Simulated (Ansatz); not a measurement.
# ClFGeH2: what the fields show

Input file:

```
crystal:
  periodic: [false, false, false]
  atoms:
    - { symbol: Ge, position_ang: [0.0, 0.0, 0.0] }
    - { symbol: H, position_ang: [0.0, 0.0, 1.55] }
    - { symbol: Cl, position_ang: [2.0935, 0.0, -0.7393] }
    - { symbol: F, position_ang: [-0.7913, 1.3709, -0.5594] }
    - { symbol: H, position_ang: [-0.73, -1.2648, -0.5162] }
basis:
  gaussian: { orbitals: def2-SVP }
hamiltonian:
  xc: hf
relax:
  f_tol: 0.02
  max_steps: 40
output:
  orbitals: {}
```

Command:

```sh
ansatz run input.yaml --threads 1 --pin off --max-ram 2048MiB --backend cpu --events-out ev --progress --plain --runs-dir out
```

The fields are those of the run's last geometry, not of the input's.

All numbers below come from Ansatz 0.2.0, RHF/def2-SVP.

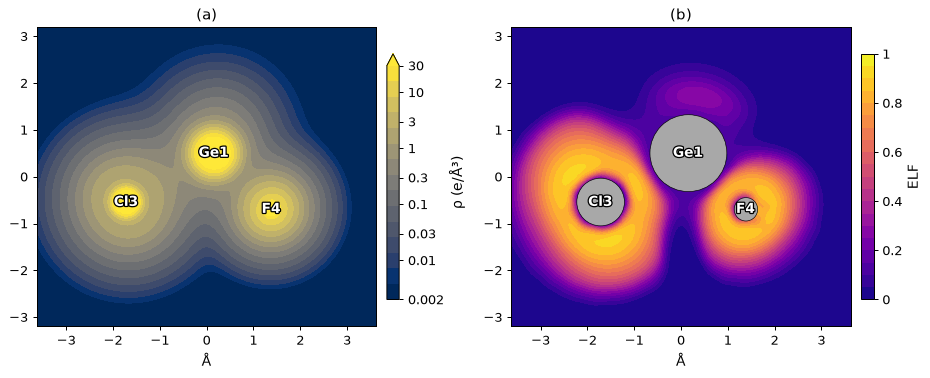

Figure 1. (a) total electron density; (b) electron localisation function on the plane of atoms Cl3, Ge1 and F4. Grey discs cover the atomic cores in the ELF map.

Describe what can be read from this map.

Answer. Atoms in the plane: Ge, Cl and F.
Ge–F (1.72 Å): ρ is about 0.94 e/Å³ halfway; the ELF peaks at about 0.80 in the valence shell of F, 0.5 Å from its nucleus, and is about 0.20 at the midpoint.
Ge–Cl (2.15 Å): ρ is about 0.74 e/Å³ halfway, with its minimum of 0.67 e/Å³ about 0.9 Å from Ge; the ELF peaks at about 0.85 in the valence shell of Cl, 0.9 Å from its nucleus, and is about 0.70 at the midpoint.
The ELF also peaks beside Cl3 and F4, away from the bonds: lone-pair regions.

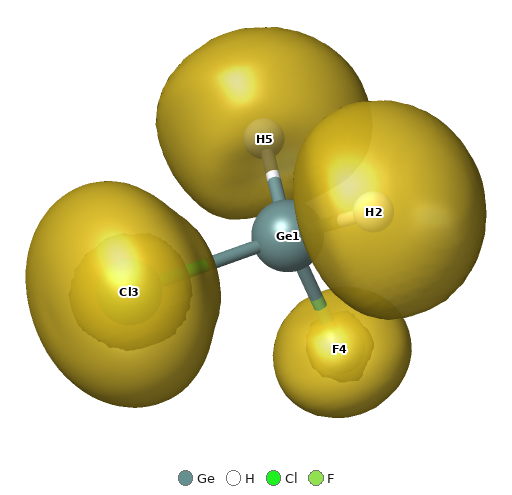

Figure 2. Isosurface of the ELF at 0.75 (yellow), seen at a tilt. Only the valence region is drawn (cores and ρ < 0.01 e/Å³ removed).

What do the ELF domains correspond to?

Answer. The ELF exceeds this value in two regions around hydrogen nuclei, one region on Cl in which the atom's valence shell and bonds are merged and one region wrapped around F (its valence shell).

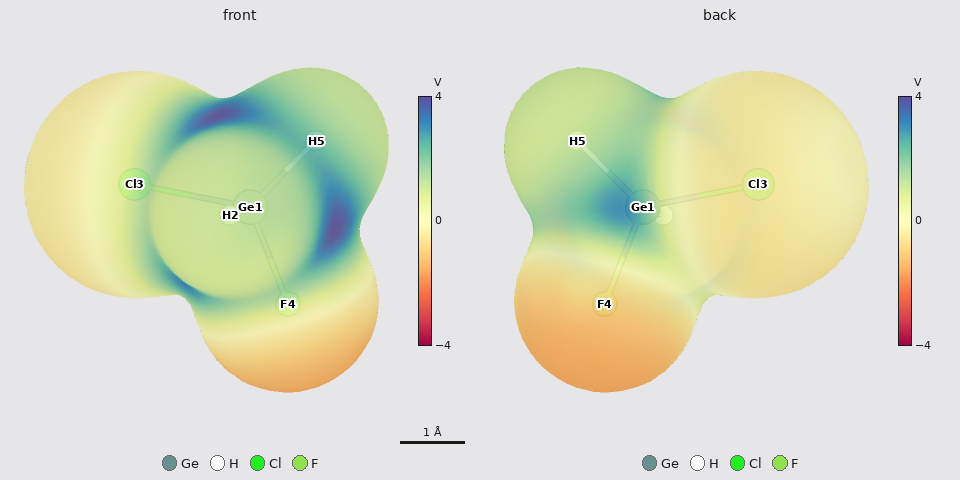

Figure 3. The molecular electrostatic potential painted on the density surface at 0.004 e/bohr³, seen from the front and from behind; the colour scale runs from red (negative) to blue (positive).

Which sites attract a positive test charge, and which a negative one?

Answer. A positive charge is drawn to the negative regions and a negative charge to the positive ones. The most negative region (about −1.6 V) lies over F4, the most positive (about +3.9 V) over Ge1.

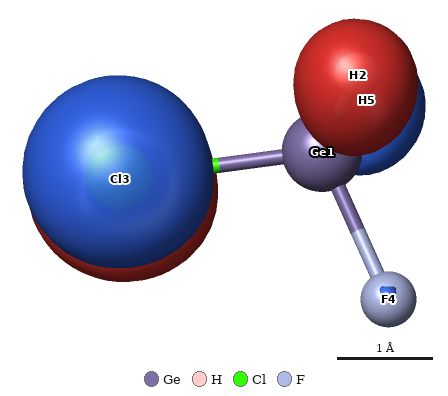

Figure 4. The HOMO at ±0.15 Å⁻³ᐟ² (red and blue are the two phases), seen across its widest extent.

Describe this orbital and give its energy.

Answer. Its weight (Hirshfeld) is mainly on Cl3 (about 70 %), Ge1 (about 15 %), H2 (about 10 %) and H5 (about 10 %); largely a lone pair of Cl3. Its energy is −12.47 eV.
